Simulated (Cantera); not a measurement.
Input: 1 mol Fe₂O₃, 0.66 mol SO₃, 7.3 mol CO₂, at 135 Torr.

Method: chemical equilibrium by Gibbs-energy minimisation in Cantera with the NASA 1993 tables (ideal gas, pure condensed phases). Candidate condensed phases: C, Fe, Fe(CO)₅, FeO, FeS, FeSO₄, FeS₂, Fe₂O₃, Fe₂(SO₄)₃, Fe₃O₄, S; 25 gas species. Mutual solubility and eutectic melting of coexisting phases are not modelled. Rates play no part.

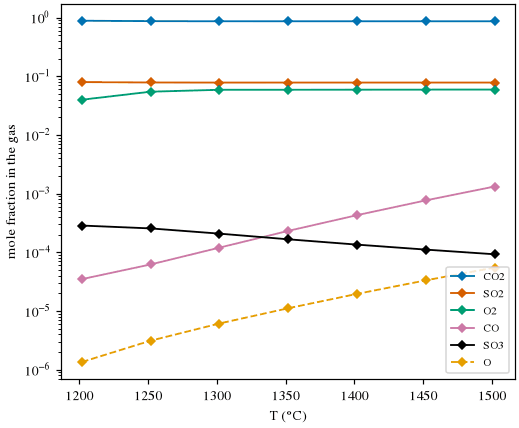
Fig. 1. Equilibrium gas composition (values under 1e-9 drawn at 1e-9)

At 1202 °C the condensed part is Fe₂O₃(s). At 1252 °C the condensed part is Fe₂O₃(s) + Fe₃O₄(s). From 1302 °C to 1502 °C the condensed part is Fe₃O₄(s).
